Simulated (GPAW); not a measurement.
## Run report: BH2O, geometry relaxation (part 2 of 2)

The same run, continued: BH2O, multiplicity 2, SMILES B[O]; LDA (PW92)/dzp, UKS, scalar-relativistic datasets (GPAW 26.7.0). The geometry comes from this level: UFF from SMILES.

Geometry of the input (Å):
```
B  -0.0688  0.0108  -0.2842
O  1.3775  -0.1856  -0.2926
H  -0.5405  0.9485  -0.8257
H  -0.7682  -0.7738  0.2545
```

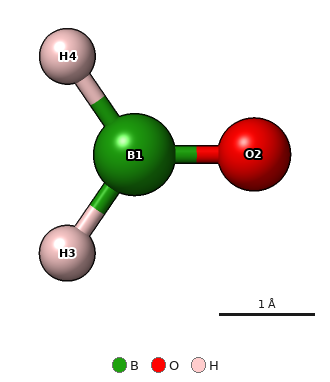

**Figure 1.** The geometry at step 2 of the log (ball-and-stick view, seen on its broad side; atoms are numbered from 1 in the order of the input).

**Log, continued**
```
Fermi levels: -4.306, -7.066
Eigenvalues  # (at kpt = [0.000, 0.000, 0.000])
| band index |      eig [eV] | occ [0-1] |      eig [eV] | occ [0-1] |
|------------|---------------|-----------|---------------|-----------|
|          0 |       -24.193 |     1.000 |       -23.059 |     1.000 |
|          1 |       -12.826 |     1.000 |       -12.476 |     1.000 |
|          2 |       -10.571 |     1.000 |        -9.749 |     1.000 |
|          3 |        -9.821 |     1.000 |        -9.222 |     1.000 |
|          4 |        -8.647 |     1.000 |        -8.022 |     1.000 |
|          5 |        -7.868 |     1.000 |        -6.264 |     0.000 |
|          6 |        -2.347 |     0.000 |        -2.213 |     0.000 |
|          7 |         2.414 |     0.000 |         2.644 |     0.000 |
|          8 |         3.131 |     0.000 |         3.282 |     0.000 |
|          9 |         4.750 |     0.000 |         4.907 |     0.000 |

Gap: 3.917 eV
Transition (v -> c):
  (s=1, k=0, n=5, [0.00, 0.00, 0.00]) -> (s=0, k=0, n=6, [0.00, 0.00, 0.00])
No difference between direct/indirect transitions
vacuum-level: 0.000  # V

Forces  # eV/Ang
|        x |        y |        z |
|----------|----------|----------|
|  6.88413 | -0.94068 | -0.05688 |  # B    0
| -5.72484 |  0.77654 |  0.05501 |  # O    1
| -0.42713 |  1.14661 | -0.65758 |  # H    2
| -0.70964 | -0.98256 |  0.66867 |  # H    3

Force computation time: 0.192  # s
      Step     Time          Energy          fmax
BFGS:    0 00:00:10      -18.422841        6.948336
        .--------------------------.
       /|                          |
      / |                          |
     /  |                          |
    /   |                          |
   /    |                          |
  /     |                          |
 *      |                          |
 |      |                          |
 |      |                          |
 |      |      H                   |
 |      |       HB  O              |
 |      |                          |
 |      |                          |
 |      .--------------------------.
 |     /                          /
 |    /                          /
 |   /                          /
 |  /                          /
 | /                          /
 |/                          /
 *--------------------------*

Atoms  # Å, Bohr magnetons
|   | symbol |        x |        y |        z |    initial magnetic moments |
|---|--------|----------|----------|----------|-----------------------------|
| 0 |      B | 5.224916 | 5.410041 | 5.500576 | ( 0.0000,  0.0000, -0.0064) |
| 1 |      O | 6.491051 | 5.238158 | 5.493764 | ( 0.0000,  0.0000,  0.4760) |
| 2 |      H | 4.648690 | 6.377550 | 4.950518 | ( 0.0000,  0.0000,  0.0437) |
| 3 |      H | 4.417028 | 4.624794 | 6.049641 | ( 0.0000,  0.0000,  0.0437) |

Unit cell  # Å
| periodic |         x |         y |         z |   lengths |    angles |
|----------|-----------|-----------|-----------|-----------|-----------|
|       no | 11.000000 |  0.000000 |  0.000000 | 11.000000 | 90.000000 |
|       no |  0.000000 | 11.000000 |  0.000000 | 11.000000 | 90.000000 |
|       no |  0.000000 |  0.000000 | 11.000000 | 11.000000 | 90.000000 |

Initialization done in: 0.692 s

convergence criteria:
- Maximum [total energy] change in last 3 cyles: 0.0005 eV / valence electron
- Maximum integral of absolute [dens]ity change: 0.0001 electrons / valence electron
- Maximum integral of absolute [eigenst]ate change: 4e-08 eV^2 / valence electron
maximum number of iterations: 120

SCF iterations
|iter     |     time |      energy | eigst |  dens |  magmom |
|---------|----------|-------------|-------|-------|---------|
|iter:   1| 00:00:10 |  -19.193660 |      c|       |  +0.9692|
|iter:   2| 00:00:11 |  -19.192760 |      c| -1.24 |  +0.9707|
|iter:   3| 00:00:11 |  -19.191996c|      c| -1.26 |  +0.9866|
|iter:   4| 00:00:12 |  -19.197403c|      c| -1.56 |  +0.9987|
|iter:   5| 00:00:12 |  -19.198140 |      c| -2.24 |  +0.9998|
|iter:   6| 00:00:13 |  -19.198007c|      c| -2.29 |  +1.0002|
|iter:   7| 00:00:14 |  -19.198043c|      c| -2.88 |  +1.0002|
|iter:   8| 00:00:14 |  -19.198045c|      c| -3.47 |  +1.0000|
|iter:   9| 00:00:15 |  -19.198045c|      c| -4.05c|  +1.0000|

Converged in 9 steps
SCF loop duration: 4.553 s (0.506 s/step)
Energy contributions relative to reference atoms: (reference = -2714.780269)

Energy contributions:
  Kinetic:          15.391008
  Coulomb:         -17.378439
  Zero:              0.237093
  External:          0.000000
  Xc:              -17.447707
  Entropy:           0.000000
  Spinorbit:         0.000000
  ----------------------------
  Free energy:     -19.198045
  Extrapolated:    -19.198045

dipole moment: (-0.355613, 0.048186, 0.001914)  # |e|*Ang

Total magnetic moment: (0.000000, 0.000000, 1.000003)

Local magnetic moments
|        x |        y |         z |
|----------|----------|-----------|
| 0.000000 | 0.000000 | -0.005422 |  # B    0
| 0.000000 | 0.000000 |  0.364288 |  # O    1
| 0.000000 | 0.000000 |  0.074582 |  # H    2
| 0.000000 | 0.000000 |  0.074612 |  # H    3

Fermi levels: -3.744, -6.631
Eigenvalues  # (at kpt = [0.000, 0.000, 0.000])
| band index |      eig [eV] | occ [0-1] |      eig [eV] | occ [0-1] |
|------------|---------------|-----------|---------------|-----------|
|          0 |       -24.964 |     1.000 |       -24.163 |     1.000 |
|          1 |       -12.522 |     1.000 |       -12.003 |     1.000 |
|          2 |       -10.775 |     1.000 |        -9.861 |     1.000 |
|          3 |       -10.100 |     1.000 |        -9.558 |     1.000 |
|          4 |        -9.163 |     1.000 |        -8.720 |     1.000 |
|          5 |        -7.268 |     1.000 |        -5.994 |     0.000 |
|          6 |        -1.494 |     0.000 |        -1.318 |     0.000 |
|          7 |         2.593 |     0.000 |         2.900 |     0.000 |
|          8 |         3.254 |     0.000 |         3.441 |     0.000 |
|          9 |         4.516 |     0.000 |         4.842 |     0.000 |

Gap: 4.500 eV
Transition (v -> c):
  (s=1, k=0, n=5, [0.00, 0.00, 0.00]) -> (s=0, k=0, n=6, [0.00, 0.00, 0.00])
No difference between direct/indirect transitions
vacuum-level: 0.000  # V

Forces  # eV/Ang
|        x |        y |        z |
|----------|----------|----------|
|  0.61892 | -0.09054 | -0.02125 |  # B    0
| -0.58783 |  0.08288 |  0.02436 |  # O    1
| -0.00432 |  0.04389 | -0.01479 |  # H    2
| -0.02038 | -0.02923 |  0.03217 |  # H    3

Force computation time: 0.192  # s
BFGS:    1 00:00:15      -19.198045        0.625870
        .--------------------------.
       /|                          |
      / |                          |
     /  |                          |
    /   |                          |
   /    |                          |
  /     |                          |
 *      |                          |
 |      |                          |
 |      |                          |
 |      |      H                   |
 |      |       HB  O              |
 |      |                          |
 |      |                          |
 |      .--------------------------.
 |     /                          /
 |    /                          /
 |   /                          /
 |  /                          /
 | /                          /
 |/                          /
 *--------------------------*

Atoms  # Å, Bohr magnetons
|   | symbol |        x |        y |        z |    initial magnetic moments |
|---|--------|----------|----------|----------|-----------------------------|
| 0 |      B | 5.234684 | 5.408612 | 5.500242 | ( 0.0000,  0.0000, -0.0054) |
| 1 |      O | 6.481776 | 5.239466 | 5.494148 | ( 0.0000,  0.0000,  0.3643) |
| 2 |      H | 4.648620 | 6.378245 | 4.950283 | ( 0.0000,  0.0000,  0.0746) |
| 3 |      H | 4.416705 | 4.624330 | 6.050150 | ( 0.0000,  0.0000,  0.0746) |

Unit cell  # Å
| periodic |         x |         y |         z |   lengths |    angles |
|----------|-----------|-----------|-----------|-----------|-----------|
|       no | 11.000000 |  0.000000 |  0.000000 | 11.000000 | 90.000000 |
|       no |  0.000000 | 11.000000 |  0.000000 | 11.000000 | 90.000000 |
|       no |  0.000000 |  0.000000 | 11.000000 | 11.000000 | 90.000000 |

Initialization done in: 0.679 s

convergence criteria:
- Maximum [total energy] change in last 3 cyles: 0.0005 eV / valence electron
- Maximum integral of absolute [dens]ity change: 0.0001 electrons / valence electron
- Maximum integral of absolute [eigenst]ate change: 4e-08 eV^2 / valence electron
maximum number of iterations: 120

SCF iterations
|iter     |     time |      energy | eigst |  dens |  magmom |
|---------|----------|-------------|-------|-------|---------|
|iter:   1| 00:00:16 |  -19.199306c|      c|       |  +0.9957|
|iter:   2| 00:00:16 |  -19.199271c|      c| -2.16 |  +0.9959|
|iter:   3| 00:00:17 |  -19.199194c|      c| -2.19 |  +0.9980|
|iter:   4| 00:00:17 |  -19.199249c|      c| -2.49 |  +0.9998|
|iter:   5| 00:00:18 |  -19.199259c|      c| -3.12 |  +1.0000|
|iter:   6| 00:00:18 |  -19.199258c|      c| -3.50 |  +1.0000|
|iter:   7| 00:00:19 |  -19.199258c|      c| -3.80 |  +1.0000|
|iter:   8| 00:00:20 |  -19.199258c|      c| -4.38c|  +1.0000|

Converged in 8 steps
SCF loop duration: 3.920 s (0.490 s/step)
Energy contributions relative to reference atoms: (reference = -2714.780269)

Energy contributions:
  Kinetic:          16.695377
  Coulomb:         -18.412050
  Zero:              0.236602
  External:          0.000000
  Xc:              -17.719187
  Entropy:           0.000000
  Spinorbit:         0.000000
  ----------------------------
  Free energy:     -19.199258
  Extrapolated:    -19.199258

dipole moment: (-0.356763, 0.048273, 0.001737)  # |e|*Ang

Total magnetic moment: (0.000000, 0.000000, 1.000010)

Local magnetic moments
|        x |        y |         z |
|----------|----------|-----------|
| 0.000000 | 0.000000 | -0.005571 |  # B    0
| 0.000000 | 0.000000 |  0.351873 |  # O    1
| 0.000000 | 0.000000 |  0.077915 |  # H    2
| 0.000000 | 0.000000 |  0.077987 |  # H    3

Fermi levels: -3.667, -6.580
Eigenvalues  # (at kpt = [0.000, 0.000, 0.000])
| band index |      eig [eV] | occ [0-1] |      eig [eV] | occ [0-1] |
|------------|---------------|-----------|---------------|-----------|
|          0 |       -25.061 |     1.000 |       -24.293 |     1.000 |
|          1 |       -12.486 |     1.000 |       -11.950 |     1.000 |
|          2 |       -10.811 |     1.000 |        -9.899 |     1.000 |
|          3 |       -10.123 |     1.000 |        -9.589 |     1.000 |
|          4 |        -9.231 |     1.000 |        -8.806 |     1.000 |
|          5 |        -7.208 |     1.000 |        -5.953 |     0.000 |
|          6 |        -1.382 |     0.000 |        -1.203 |     0.000 |
|          7 |         2.547 |     0.000 |         2.871 |     0.000 |
|          8 |         3.316 |     0.000 |         3.502 |     0.000 |
|          9 |         4.526 |     0.000 |         4.866 |     0.000 |

Gap: 4.571 eV
Transition (v -> c):
  (s=1, k=0, n=5, [0.00, 0.00, 0.00]) -> (s=0, k=0, n=6, [0.00, 0.00, 0.00])
No difference between direct/indirect transitions
vacuum-level: 0.000  # V

Forces  # eV/Ang
|        x |        y |        z |
|----------|----------|----------|
| -0.52124 |  0.06188 | -0.01264 |  # B    0
|  0.50308 | -0.04410 |  0.00980 |  # O    1
|  0.01365 | -0.02067 |  0.02174 |  # H    2
|  0.01533 |  0.02838 | -0.00718 |  # H    3

Force computation time: 0.193  # s
BFGS:    2 00:00:20      -19.199258        0.525056
        .--------------------------.
       /|                          |
      / |                          |
     /  |                          |
    /   |                          |
   /    |                          |
  /     |                          |
 *      |                          |
 |      |                          |
 |      |                          |
 |      |      H                   |
 |      |       HB  O              |
 |      |                          |
 |      |                          |
 |      .--------------------------.
 |     /                          /
 |    /                          /
 |   /                          /
 |  /                          /
 | /                          /
 |/                          /
 *--------------------------*

Atoms  # Å, Bohr magnetons
|   | symbol |        x |        y |        z |    initial magnetic moments |
|---|--------|----------|----------|----------|-----------------------------|
| 0 |      B | 5.230228 | 5.409152 | 5.500157 | ( 0.0000,  0.0000, -0.0056) |
| 1 |      O | 6.486069 | 5.239069 | 5.494208 | ( 0.0000,  0.0000,  0.3519) |
| 2 |      H | 4.648729 | 6.378054 | 4.950462 | ( 0.0000,  0.0000,  0.0779) |
| 3 |      H | 4.416838 | 4.624571 | 6.050072 | ( 0.0000,  0.0000,  0.0780) |

Unit cell  # Å
| periodic |         x |         y |         z |   lengths |    angles |
|----------|-----------|-----------|-----------|-----------|-----------|
|       no | 11.000000 |  0.000000 |  0.000000 | 11.000000 | 90.000000 |
|       no |  0.000000 | 11.000000 |  0.000000 | 11.000000 | 90.000000 |
|       no |  0.000000 |  0.000000 | 11.000000 | 11.000000 | 90.000000 |

Initialization done in: 0.681 s

convergence criteria:
- Maximum [total energy] change in last 3 cyles: 0.0005 eV / valence electron
- Maximum integral of absolute [dens]ity change: 0.0001 electrons / valence electron
- Maximum integral of absolute [eigenst]ate change: 4e-08 eV^2 / valence electron
maximum number of iterations: 120

SCF iterations
```

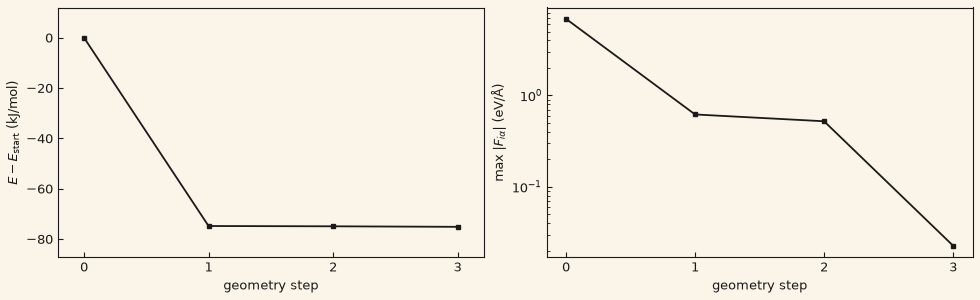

**Figure 2.** Progress of the relaxation, step by step (steps are counted from 0).

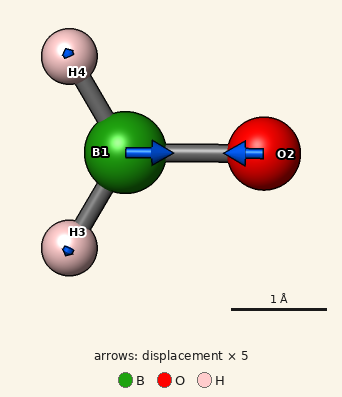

**Figure 3.** The starting structure with the displacements as blue arrows, magnified 5 times (ball-and-stick view, seen at a tilt). The two geometries are laid on each other by the best rigid fit. Over 3 geometry steps the energy falls by 75.1 kJ/mol. Largest force component: 6.9 eV/Å at the start, 0.023 eV/Å at the end. B1 moves most after the best rigid fit: 0.10 Å. Largest moves by element: B 0.10 Å, O 0.09 Å, H 0.02 Å. Distances before and after: B1–O2 1.460 → 1.267 Å, B1–H3 1.181 → 1.257 Å. Among the angles that change: H3–B1–H4 120.0° → 111.9°, O2–B1–H3 120.0° → 124.1°. (Atoms are counted from 1 in the order of the input.)

```
|iter     |     time |      energy | eigst |  dens |  magmom |
|---------|----------|-------------|-------|-------|---------|
|iter:   1| 00:00:20 |  -19.201432c|      c|       |  +1.0020|
|iter:   2| 00:00:21 |  -19.201424c|      c| -2.50 |  +1.0019|
|iter:   3| 00:00:22 |  -19.201405c|      c| -2.53 |  +1.0012|
|iter:   4| 00:00:22 |  -19.201422c|      c| -2.74 |  +1.0003|
|iter:   5| 00:00:23 |  -19.201419c|      c| -3.06 |  +1.0001|
|iter:   6| 00:00:23 |  -19.201420c|      c| -3.61 |  +1.0000|
|iter:   7| 00:00:24 |  -19.201420c|      c| -4.11c|  +1.0000|

Converged in 7 steps
SCF loop duration: 3.326 s (0.475 s/step)
Energy contributions relative to reference atoms: (reference = -2714.780269)

Energy contributions:
  Kinetic:          16.080227
  Coulomb:         -17.926232
  Zero:              0.236570
  External:          0.000000
  Xc:              -17.591985
  Entropy:           0.000000
  Spinorbit:         0.000000
  ----------------------------
  Free energy:     -19.201420
  Extrapolated:    -19.201420

dipole moment: (-0.356312, 0.048153, 0.001690)  # |e|*Ang

Total magnetic moment: (0.000000, 0.000000, 0.999996)

Local magnetic moments
|        x |        y |         z |
|----------|----------|-----------|
| 0.000000 | 0.000000 | -0.005479 |  # B    0
| 0.000000 | 0.000000 |  0.357431 |  # O    1
| 0.000000 | 0.000000 |  0.076394 |  # H    2
| 0.000000 | 0.000000 |  0.076451 |  # H    3

Fermi levels: -3.703, -6.604
Eigenvalues  # (at kpt = [0.000, 0.000, 0.000])
| band index |      eig [eV] | occ [0-1] |      eig [eV] | occ [0-1] |
|------------|---------------|-----------|---------------|-----------|
|          0 |       -25.016 |     1.000 |       -24.233 |     1.000 |
|          1 |       -12.503 |     1.000 |       -11.974 |     1.000 |
|          2 |       -10.794 |     1.000 |        -9.881 |     1.000 |
|          3 |       -10.112 |     1.000 |        -9.575 |     1.000 |
|          4 |        -9.199 |     1.000 |        -8.767 |     1.000 |
|          5 |        -7.235 |     1.000 |        -5.972 |     0.000 |
|          6 |        -1.434 |     0.000 |        -1.256 |     0.000 |
|          7 |         2.568 |     0.000 |         2.884 |     0.000 |
|          8 |         3.288 |     0.000 |         3.474 |     0.000 |
|          9 |         4.520 |     0.000 |         4.854 |     0.000 |

Gap: 4.538 eV
Transition (v -> c):
  (s=1, k=0, n=5, [0.00, 0.00, 0.00]) -> (s=0, k=0, n=6, [0.00, 0.00, 0.00])
No difference between direct/indirect transitions
vacuum-level: 0.000  # V

Forces  # eV/Ang
|        x |        y |        z |
|----------|----------|----------|
|  0.02264 | -0.00997 | -0.01355 |  # B    0
| -0.01356 |  0.01571 |  0.01344 |  # O    1
|  0.00545 |  0.00742 |  0.00468 |  # H    2
|  0.00033 |  0.00306 |  0.00891 |  # H    3

Force computation time: 0.192  # s
BFGS:    3 00:00:24      -19.201420        0.028211
Converged: True
Final energy: -19.20142 eV
```

**Trajectory as extended XYZ (Å, eV, eV/Å), 4 frames, from step=0 to step=3**
```
4
Properties=species:S:1:pos:R:3:forces:R:3 step=0 energy=-18.42284
B     5.1266    5.4235    5.5014    6.8841  -0.9407  -0.0569
O     6.5728    5.2271    5.4930   -5.7248   0.7765   0.0550
H     4.6548    6.3612    4.9599   -0.4271   1.1466  -0.6576
H     4.4272    4.6388    6.0401   -0.7096  -0.9826   0.6687
4
Properties=species:S:1:pos:R:3:forces:R:3 step=1 energy=-19.19804
B     5.2249    5.4100    5.5006    0.6189  -0.0905  -0.0213
O     6.4911    5.2382    5.4938   -0.5878   0.0829   0.0244
H     4.6487    6.3776    4.9505   -0.0043   0.0439  -0.0148
H     4.4170    4.6248    6.0496   -0.0204  -0.0292   0.0322
4
Properties=species:S:1:pos:R:3:forces:R:3 step=2 energy=-19.19926
B     5.2347    5.4086    5.5002   -0.5212   0.0619  -0.0126
O     6.4818    5.2395    5.4941    0.5031  -0.0441   0.0098
H     4.6486    6.3782    4.9503    0.0136  -0.0207   0.0217
H     4.4167    4.6243    6.0502    0.0153   0.0284  -0.0072
4
Properties=species:S:1:pos:R:3:forces:R:3 step=3 energy=-19.20142
B     5.2302    5.4092    5.5002    0.0226  -0.0100  -0.0136
O     6.4861    5.2391    5.4942   -0.0136   0.0157   0.0134
H     4.6487    6.3781    4.9505    0.0054   0.0074   0.0047
H     4.4168    4.6246    6.0501    0.0003   0.0031   0.0089
```

**Summary**

| quantity | value |
| --- | --- |
| outcome | converged |
| energy relative to the program's reference atoms | −19.2014 eV |
| basis functions | 36 |
| largest force | 0.028 eV/Å |
| dipole moment | 1.73 D |
| wall time | 24 s |
| peak memory | 0.75 GiB |
